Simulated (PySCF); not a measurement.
```yaml
atoms:
  - { symbol: Si, position_ang: [0.0000, 0.0000, -1.9295] }
  - { symbol: Sb, position_ang: [0.0000, 0.0000, 0.4465] }
```

Core potentials replace the inner electrons of Sb.

Theory: PBE0/def2-TZVPPD, non-relativistic Hamiltonian with scalar-relativistic core potentials where named, at a bond length of 2.376 Å (PySCF).

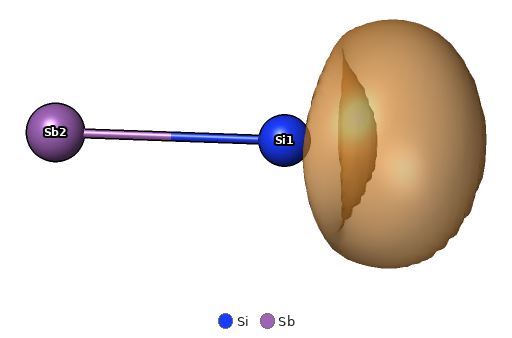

SiSb (doublet). Isosurface of the electron localisation function at 0.9 (orange), seen from one side. Core shells and regions of very low density are left out.

Describe the localisation domains.

Answer. The ELF exceeds this value in one lobe on Si, pointing away from the bonds (non-bonding electrons). Profiles from the grid: Si–Sb (2.38 Å): the ELF peaks at about 0.80 in the valence shell of Si, 1.0 Å from its nucleus, and drops to about 0.25 between the two atoms.
